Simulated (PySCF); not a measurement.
```xyz
22

C    -3.1519   -0.2834   -0.7116
C    -1.8161   -0.2573   -0.7544
C    -0.9083    0.2154    0.3346
Si    0.2528   -1.1705    0.9190
C     1.4076   -1.6557   -0.4883
Si    2.4109   -0.2089   -1.1629
C     1.2630    1.2135   -1.6248
Si    0.1073    1.7209   -0.2264
H    -3.7030    0.0558    0.1715
H    -3.7389   -0.6452   -1.5592
H    -1.3289   -0.6128   -1.6733
H    -1.5023    0.5346    1.2104
H    -0.5537   -2.3441    1.3796
H     1.0632   -0.6663    2.0733
H     0.8102   -2.0969   -1.3054
H     2.0978   -2.4430   -0.1405
H     3.3607    0.2577   -0.1031
H     3.2195   -0.6377   -2.3491
H     0.6577    0.9205   -2.5005
H     1.8681    2.0828   -1.9340
H     0.9183    2.2152    0.9321
H    -0.8164    2.8154   -0.6607
```

Geometry: PBE0-D3(BJ)/def2-SVP.

Method: PySCF, PBE0/pcSseg-1, SCF density, gas phase, non-relativistic.

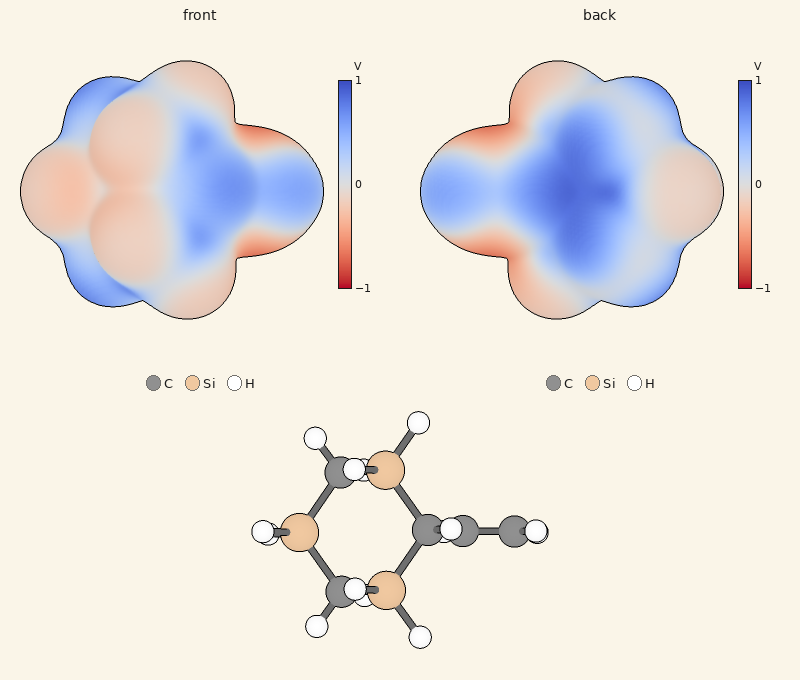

C5H14Si3 (SMILES C=CC1[SiH2]C[SiH2]C[SiH2]1). The electrostatic potential painted on the density surface at 0.001 e/bohr³, seen from the front and from behind; the colour scale runs from red (negative) to blue (positive). The bare structure is drawn below in the same view.

**Describe the electrostatic potential map.**

The most negative region (about −0.6 V) lies over the π face of C1 and C2, the most positive (about +0.8 V) over Si6, H11, H15 and H19.

**How polar is the molecule by this calculation?**

Its dipole moment is 0.73 D.
